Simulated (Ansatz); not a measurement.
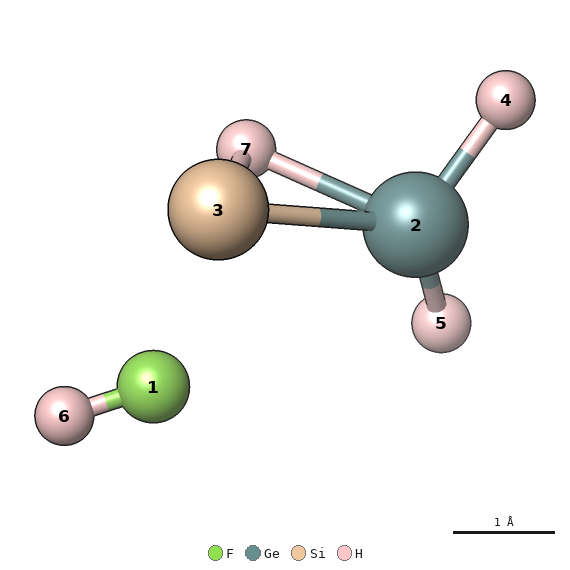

Orthographic view. Atoms fade into the background with distance from the viewer. State: charge +1, singlet. Computed geometry: PBE0-D4/def2-TZVP optimisation. No frequency run is at hand to confirm it as a minimum.

List all interatomic distances (Å) as a matrix.

| atom | F1 | Ge2 | Si3 | H4 | H5 | H6 | H7 |
| --- | --- | --- | --- | --- | --- | --- | --- |
| F1 | 0.00 |  |  |  |  |  |  |
| Ge2 | 3.08 | 0.00 |  |  |  |  |  |
| Si3 | 2.14 | 2.33 | 0.00 |  |  |  |  |
| H4 | 4.53 | 1.53 | 3.32 | 0.00 |  |  |  |
| H5 | 3.24 | 1.53 | 3.45 | 2.57 | 0.00 |  |  |
| H6 | 0.94 | 4.00 | 2.74 | 5.42 | 4.12 | 0.00 |  |
| H7 | 2.59 | 1.87 | 1.68 | 2.65 | 2.74 | 3.27 | 0.00 |
